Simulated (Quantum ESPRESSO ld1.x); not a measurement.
# Atomic calculation, with input and output: Se²⁺

- system: Se²⁺, configuration typed as [Ar] 3d10 4s2 4p2 5p2.
- method: radial all-electron Kohn-Sham run of Quantum ESPRESSO ld1.x with rel=0, lsd=1, dft='PZ' as typed

### Input
```
 &input
    zed=34.0,
    iswitch=1,
    rel=0,
    lsd=1,
    dft='PZ',
    config='[Ar] 3d10 4s2 4p2 5p2',
    prefix='ld1',
    max_out_wfc=37,
    file_charge='ld1.rho',
 /
```

Run as:
```bash
OMP_NUM_THREADS=1 ld1.x < ld1.in > ld1.out
```

### Log
```
     Program LD1 v.7.5 starts

     --------------------------- All-electron run ----------------------------

     atomic number is 34.00
     dft =PZ   lsd =1 sic =0 latt =0  beta=0.20 tr2=1.0E-14
     Exchange-correlation= PZ
                           (   1   1   0   0   0   0   0)
     mesh =1893 r(mesh) = 100.44793 a.u. xmin = -7.00 dx = 0.00800
     1 Ry =  13.60569312 eV

     n l     nl                  e(Ry)          e(Ha)          e(eV)
     1 0     1S 1( 1.00)      -903.5366      -451.7683    -12293.2419
     2 0     2S 1( 1.00)      -115.5412       -57.7706     -1572.0182
     2 1     2P 1( 3.00)      -103.9501       -51.9750     -1414.3126
     3 0     3S 1( 1.00)       -16.0074        -8.0037      -217.7914
     3 1     3P 1( 3.00)       -12.0206        -6.0103      -163.5492
     3 2     3D 1( 5.00)        -4.9356        -2.4678       -67.1528
     4 0     4S 1( 1.00)        -2.0522        -1.0261       -27.9217
     4 1     4P 1( 2.00)        -1.2162        -0.6081       -16.5473
     5 1     5P 1( 2.00)        -0.1690        -0.0845        -2.2995
     1 0     1S 2( 1.00)      -903.5254      -451.7627    -12293.0897
     2 0     2S 2( 1.00)      -115.5343       -57.7671     -1571.9240
     2 1     2P 2( 3.00)      -103.9399       -51.9700     -1414.1747
     3 0     3S 2( 1.00)       -15.9926        -7.9963      -217.5909
     3 1     3P 2( 3.00)       -12.0038        -6.0019      -163.3205
     3 2     3D 2( 5.00)        -4.9130        -2.4565       -66.8443
     4 0     4S 2( 1.00)        -1.9153        -0.9576       -26.0589
     4 1     4P 2( 0.00)        -1.0800        -0.5400       -14.6944
     5 1     5P 2( 0.00)        -0.0914        -0.0457        -1.2442

     final scf error:  9.5E-15 reached in  30 iterations

     Etot =   -4794.755837 Ry,   -2397.377918 Ha,  -65235.976513 eV
     Total magnetization:    4.00 Bohr mag.

     Ekin =    4790.543090 Ry,    2395.271545 Ha,   65178.659180 eV
     Encl =  -11445.824810 Ry,   -5722.912405 Ha, -155728.379903 eV
     Eh   =    2026.971755 Ry,    1013.485877 Ha,   27578.355666 eV
     Exc  =    -166.445872 Ry,     -83.222936 Ha,   -2264.611456 eV

     normalization and overlap integrals

     s(1S/1S) =  1.000000  <r> =   0.0450  <r2> =    0.0027  r(max) =   0.0296
     s(1S/2S) = -0.000000
     s(1S/3S) =  0.000000
     s(1S/4S) =  0.000000
     s(2S/2S) =  1.000000  <r> =   0.2003  <r2> =    0.0472  r(max) =   0.1682
     s(2S/3S) =  0.000000
     s(2S/4S) =  0.000000
     s(2P/2P) =  1.000000  <r> =   0.1729  <r2> =    0.0365  r(max) =   0.1334
     s(2P/3P) = -0.000000
     s(2P/4P) =  0.000000
     s(2P/5P) =  0.000000
     s(3S/3S) =  1.000000  <r> =   0.5863  <r2> =    0.3958  r(max) =   0.5115
     s(3S/4S) =  0.000000
     s(3P/3P) =  1.000000  <r> =   0.5951  <r2> =    0.4156  r(max) =   0.5034
     s(3P/4P) = -0.000000
     s(3P/5P) =  0.000000
     s(3D/3D) =  1.000000  <r> =   0.6279  <r2> =    0.4925  r(max) =   0.4501
     s(4S/4S) =  1.000000  <r> =   1.7243  <r2> =    3.3810  r(max) =   1.4943
     s(4P/4P) =  1.000000  <r> =   2.0169  <r2> =    4.6820  r(max) =   1.6983
     s(4P/5P) =  0.000000
     s(5P/5P) =  1.000000  <r> =   6.0855  <r2> =   41.7286  r(max) =   5.4175
     s(1S/1S) =  1.000000  <r> =   0.0450  <r2> =    0.0027  r(max) =   0.0296
     s(1S/2S) = -0.000000
     s(1S/3S) =  0.000000
     s(1S/4S) =  0.000000
     s(2S/2S) =  1.000000  <r> =   0.2003  <r2> =    0.0472  r(max) =   0.1682
     s(2S/3S) =  0.000000
     s(2S/4S) =  0.000000
     s(2P/2P) =  1.000000  <r> =   0.1729  <r2> =    0.0365  r(max) =   0.1334
     s(2P/3P) = -0.000000
     s(2P/4P) =  0.000000
     s(2P/5P) =  0.000000
     s(3S/3S) =  1.000000  <r> =   0.5860  <r2> =    0.3953  r(max) =   0.5115
     s(3S/4S) = -0.000000
     s(3P/3P) =  1.000000  <r> =   0.5946  <r2> =    0.4146  r(max) =   0.5034
     s(3P/4P) = -0.000000
     s(3P/5P) =  0.000000
     s(3D/3D) =  1.000000  <r> =   0.6252  <r2> =    0.4872  r(max) =   0.4501
     s(4S/4S) =  1.000000  <r> =   1.7240  <r2> =    3.3869  r(max) =   1.4943
     s(4P/4P) =  1.000000  <r> =   2.0314  <r2> =    4.7626  r(max) =   1.6983
     s(4P/5P) =  0.000000
     s(5P/5P) =  1.000000  <r> =   6.9007  <r2> =   54.6167  r(max) =   5.8220

     ------------------------ End of All-electron run ------------------------
```

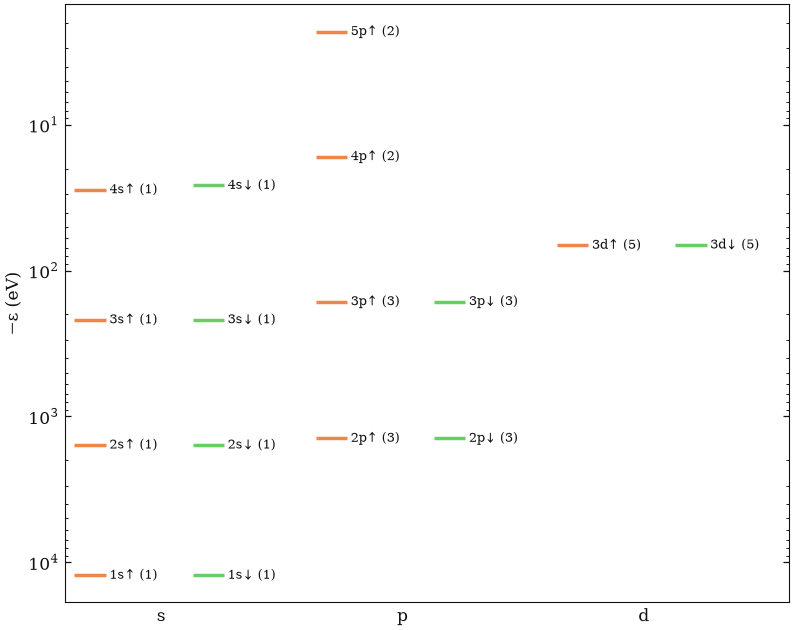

**Figure 1.** All occupied levels, on a logarithmic scale of binding energy, are drawn by angular momentum (occupations in brackets, up spins at the left of each column and down spins at the right). They are the filled levels of this odd run. The highest occupied level is 5p up at −2.30 eV. The highest 4 occupied levels, from the top down, are 5p up (−2.30 eV), 4p up (−16.5 eV), 4s down (−26.1 eV), 4s up (−27.9 eV).

### Outcome

```tsv
quantity	value
outcome	converged
total energy	−2397.3779 hartree
kinetic energy	2395.2715 hartree
electron–nucleus energy	−5722.9124 hartree
Hartree energy	1013.4859 hartree
exchange–correlation energy	−83.222936 hartree
SCF iterations	30
hardware	1 CPU thread, shared host
wall time	0.69 s
```

### What is odd here

This input holds a deliberate oddity: too many electrons. The configuration holds 34 electrons for Z = 34, so the species has charge 0 and isn't the one named. The run is a regular one for that other species in this configuration, which needn't be its ground state.
